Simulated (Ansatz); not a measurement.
# Two runs on GeICl3

System: GeICl3.
Method of the first run: RKS SPW92 (LDA)/def2-TZVPP (Ansatz 0.2.0).

The geometry comes from this level: PBE0-D4/def2-TZVP. Text and figures count atoms from 1; the logs count them from 0 in places.

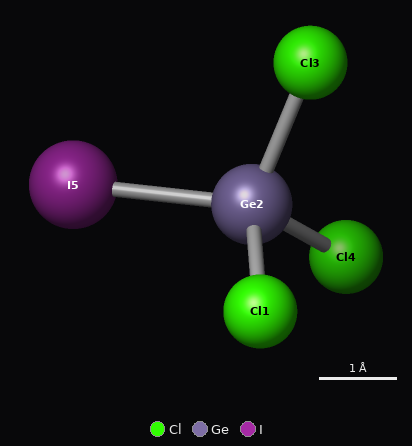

Figure 1. The input geometry (ball-and-stick view, seen at a tilt; atoms are numbered from 1 in the order of the input). Sticks mark near contacts. Bond lengths as drawn: Cl–Ge 2.12 Å and Ge–I 2.48 Å.

**Input, the first run**
```yaml
crystal:
  periodic: [false, false, false]
  atoms:
    - {symbol: Cl, position_ang: [-1.403792, -0.647218, 1.470551]}
    - {symbol: Ge, position_ang: [0.012292, -0.061468, -0.000682]}
    - {symbol: Cl, position_ang: [1.948356, -0.613236, 0.677654]}
    - {symbol: Cl, position_ang: [-0.399854, -1.131667, -1.788904]}
    - {symbol: I, position_ang: [-0.107102, 2.379888, -0.400117]}
basis:
  gaussian: {orbitals: def2-TZVPP}
hamiltonian: {xc: lda}
output: {orbitals: {seedname: orbitals}}
```

Command:
```bash
ansatz run in.yaml --threads 4 --pin off --events-out ev --progress --plain --max-ram 10444MiB
```

Hardware: 4 threads of Arm Neoverse V2, 23 GiB of memory available, shared host.

**Output (the first run)**
```
Functional definition: SPW92
  exchange = slater_x
  correlation = pw_c
1607 factors; their error is unknown
mean field evaluation 1: about -101973.6961 eV, gradient 3.4e1 eV
mean field evaluation 2: about -101972.0471 eV, gradient 5.2e1 eV
mean field evaluation 4: about -101975.0643 eV, gradient 2.6e0 eV
mean field evaluation 8: about -101975.0772 eV, gradient 4.5e-2 eV
mean field evaluation 16: about -101975.0379 eV, gradient 6.3e-5 eV
mean field -101975.03793851 eV, -3747.5135230771 hartree, gradient 6.3e-5 eV, S^2 0.000000; 0 other end points of the search recorded, 0 dependent functions left out
reference -101975.03797531 eV, -3747.5135244291 hartree; 54, 54 occupied and 170, 170 virtual orbitals, 1607 factors
Total energy: -101975.03797531 eV, -3747.5135244291 hartree
```

The input of the second run differs as follows (lines with − go, lines with + come):
```diff
-hamiltonian: {xc: lda}
+hamiltonian: {xc: {name: revPBE}, dispersion: d4}
```

What does this change do to the results?

The total energies belong to different models, so their difference says nothing on which is more stable or more accurate. The HOMO goes from −7.40 to −7.17 eV. The LUMO goes from −3.83 to −3.43 eV.

**Output (the second run)**
```
Functional definition: revPBE
  parameter kappa = 1.245
  parameter beta = 0.06672455060314922
  exchange = pbe_x(kappa = kappa, mu = beta*pi^2/3)
  correlation = pbe_c(beta = beta)
1607 factors; their error is unknown
mean field evaluation 1: about -102181.5703 eV, gradient 3.1e1 eV
mean field evaluation 2: about -102179.9010 eV, gradient 4.9e1 eV
mean field evaluation 4: about -102182.9090 eV, gradient 1.7e0 eV
mean field evaluation 8: about -102182.9169 eV, gradient 4.3e-2 eV
mean field evaluation 16: about -102182.8774 eV, gradient 5.8e-5 eV
mean field -102182.87735441 eV, -3755.1514807328 hartree, gradient 5.8e-5 eV, S^2 0.000000; 0 other end points of the search recorded, 0 dependent functions left out
reference -102182.87740322 eV, -3755.1514825263 hartree; 54, 54 occupied and 170, 170 virtual orbitals, 1607 factors
Total energy: -102183.49047309 eV, -3755.1740124285 hartree
```

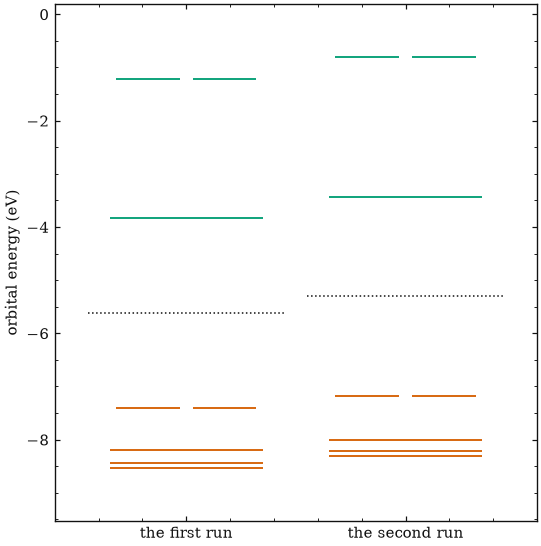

Figure 2. The five highest filled and three lowest empty orbital energies of the two runs; the dotted lines part filled from empty levels. The HOMO–LUMO gap is 3.57 eV in the first run and 3.75 eV in the second run.

**The two runs side by side**

```tsv
quantity	the first run	the second run
outcome	converged	converged
total energy (hartree)	−3747.513524	−3755.174012
HOMO (eV)	−7.40	−7.17
LUMO (eV)	−3.83	−3.43
basis functions	224	224
wall time (shared host)	1.2 s	2.2 s
```
